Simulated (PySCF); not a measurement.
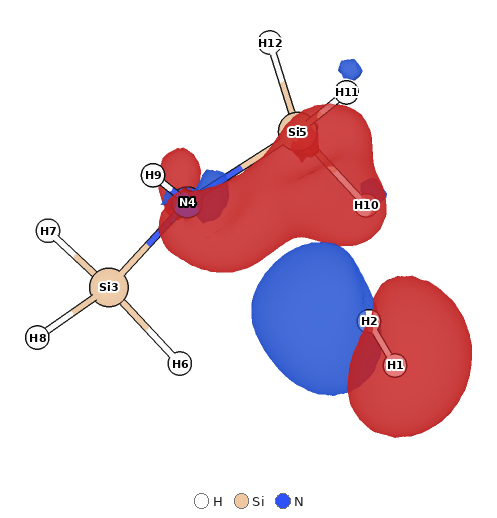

Figure 1: H9NSi2, SMILES `[H][H].[SiH3]N[SiH3]`. Density of the complex less the densities of the two fragments at the same geometry, ±0.0006 e/Å³ (red: gain, blue: loss). Fragment A: H2 (atoms 1–2); fragment B: Si2H7N.

PySCF calculation, HF/def2-SVPD, gas phase; geometry: GFN2-xTB.

The calculation's input:

```python
import numpy as np
from pyscf import gto, scf, dft
from pyscf.scf import atom_ks, atom_hf
from scipy.linalg import block_diag
from pyscf.dispersion import dftd3

def solve(mol, dm0=None, hcore=None):
    mf = scf.UHF(mol) if mol.spin else scf.RHF(mol)
    mf = mf.density_fit(auxbasis='def2-universal-jkfit')
    mf.conv_tol, mf.max_cycle = 1e-8, 80
    if hcore is not None:
        mf.get_hcore = lambda *args: hcore
    mf.kernel(dm0)
    if not mf.converged:
        mf = mf.newton().run(mf.mo_coeff, mf.mo_occ, max_cycle=30)
    assert mf.converged, 'SCF not converged'
    return mf

mol = gto.M(atom='''
H      1.19949    -3.48143    -0.27355
H      1.17031    -2.70218    -0.22526
Si    -1.61475     0.05673    -0.12706
N     -0.03836    -0.09459     0.57373
Si     1.49461     0.33556    -0.10933
H     -1.56024    -0.57059    -1.44514
H     -2.01767     1.46208    -0.26426
H     -2.52035    -0.64143     0.78557
H     -0.03359    -0.20186     1.57504
H      1.52654    -0.21003    -1.46452
H      2.49999    -0.27520     0.76235
H      1.68599     1.79060    -0.15680
''', basis='def2-svpd', charge=0, spin=0, verbose=4)
mol_a = gto.M(atom='''
H      1.19949    -3.48143    -0.27355
H      1.17031    -2.70218    -0.22526
ghost-Si    -1.61475     0.05673    -0.12706
ghost-N     -0.03836    -0.09459     0.57373
ghost-Si     1.49461     0.33556    -0.10933
ghost-H     -1.56024    -0.57059    -1.44514
ghost-H     -2.01767     1.46208    -0.26426
ghost-H     -2.52035    -0.64143     0.78557
ghost-H     -0.03359    -0.20186     1.57504
ghost-H      1.52654    -0.21003    -1.46452
ghost-H      2.49999    -0.27520     0.76235
ghost-H      1.68599     1.79060    -0.15680
''', basis='def2-svpd', charge=0, spin=0, verbose=4)
mol_b = gto.M(atom='''
ghost-H      1.19949    -3.48143    -0.27355
ghost-H      1.17031    -2.70218    -0.22526
Si    -1.61475     0.05673    -0.12706
N     -0.03836    -0.09459     0.57373
Si     1.49461     0.33556    -0.10933
H     -1.56024    -0.57059    -1.44514
H     -2.01767     1.46208    -0.26426
H     -2.52035    -0.64143     0.78557
H     -0.03359    -0.20186     1.57504
H      1.52654    -0.21003    -1.46452
H      2.49999    -0.27520     0.76235
H      1.68599     1.79060    -0.15680
''', basis='def2-svpd', charge=0, spin=0, verbose=4)
ab, a, b = solve(mol), solve(mol_a), solve(mol_b)
e_int = ab.e_tot - a.e_tot - b.e_tot
print('counterpoise-corrected interaction energy / kcal/mol', e_int * 627.5095)
def disp(atoms, charge):
    m = gto.M(atom=atoms, charge=charge, basis='sto-3g', spin=None, unit='Bohr', verbose=0)
    return dftd3.DFTD3Dispersion(m, xc='hf', version='d3bj').get_dispersion()['energy']
e_disp = disp(mol._atom, mol.charge) - disp(mol._atom[:2], mol_a.charge) - disp(mol._atom[2:], mol_b.charge)
print('D3(BJ) part / kcal/mol', e_disp * 627.5095)
# spherically averaged free atoms, for the promolecule
atm = scf.atom_hf.get_atm_nrhf(mol)
pro = block_diag(*[(atm[a[0]][2] * atm[a[0]][3]) @ atm[a[0]][2].T for a in mol._atom])
np.savez('result.npz', e_int=e_int, e_disp=e_disp, dm_a=a.make_rdm1(), dm_b=b.make_rdm1(), c=ab.mo_coeff, occ=ab.mo_occ, eps=ab.mo_energy, pro=pro, d=[f.dip_moment(verbose=0) for f in (ab, a, b)])
```

Launched as:

```sh
OMP_NUM_THREADS=1 python input.py
```

The run took 4.9 s on 1 thread of Intel(R) Xeon(R) Processor @ 2.70GHz (shared host), peak memory 0.26 GiB.

Partitions, critical points and surface values were worked out afterwards from this run's density.

### How is the density rearranged on binding?

Hirshfeld charges show almost no net transfer (under 0.005 e). 0.01 e is displaced in all, which induces a dipole of 0.07 D.

### What is the interaction energy, and which contacts carry it?

The counterpoise-corrected interaction energy of the frozen fragments is +0.8 kcal/mol without dispersion correction and −0.6 kcal/mol with D3(BJ). The pair geometry is semi-empirical, not a minimum at this level. Contacts: H2···N4, 2.98 Å, ρ = 0.005 a.u. The pose is a local one from a semi-empirical search, not shown to be the most stable.
